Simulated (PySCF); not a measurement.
Input file:

```
{"job": {"kind": "uv", "xc": "CAM-B3LYP", "basis": "def2-SVPD", "nstates": 8, "ntriplets": 3}, "charge": 0, "multiplicity": 1}
C      2.770792    -0.295431     1.009953
S      2.466993     1.247874     0.097919
Si     0.804111     0.624681    -1.122447
As    -0.531289    -0.941880    -0.050074
C     -1.934203    -0.909159    -1.440901
Si    -1.586117     0.486554     1.461538
H      2.879442    -1.121835     0.310498
H      3.691835    -0.160330     1.567392
H      1.945069    -0.481443     1.698340
H      1.398616     0.033606    -2.334770
H      0.218529     1.911384    -1.508923
H     -1.560302    -1.362963    -2.359372
H     -2.261996     0.104638    -1.668660
H     -2.800070    -1.485390    -1.113517
H     -0.655857     0.934498     2.502720
H     -2.173856     1.671994     0.820037
H     -2.678695    -0.244769     2.120357
```

Launched as:

```sh
OMP_NUM_THREADS=1 python probes_run.py task.json out
```

Geometry: GFN2-xTB.

All numbers below come from PySCF 2.14.0, CAM-B3LYP/def2-SVPD, SCF density, gas phase.

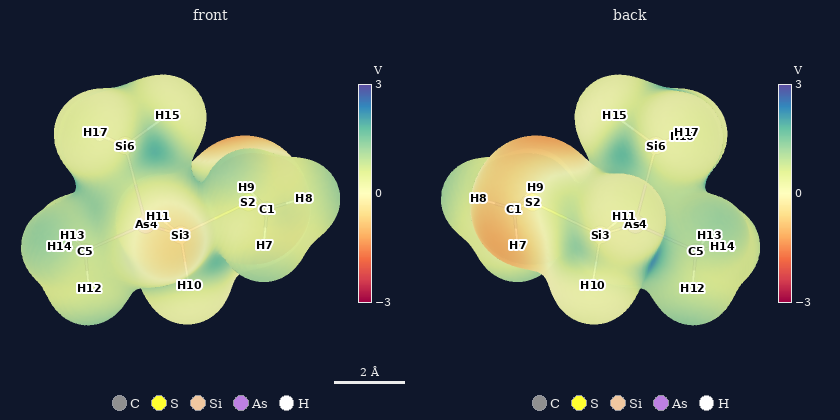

C$_{2}$H$_{11}$AsSSi$_{2}$ (SMILES CS[SiH2][As](C)[SiH3]). The electrostatic potential painted on the density surface at 0.004 e/bohr³, seen from the front and from behind; red is negative and blue positive.

Describe the electrostatic potential map.

The most negative region (about −1.2 V) lies over S2, the most positive (about +2.0 V) over Si3 and Si6.

What dipole moment does the calculation give?

Its dipole moment is 1.98 D.
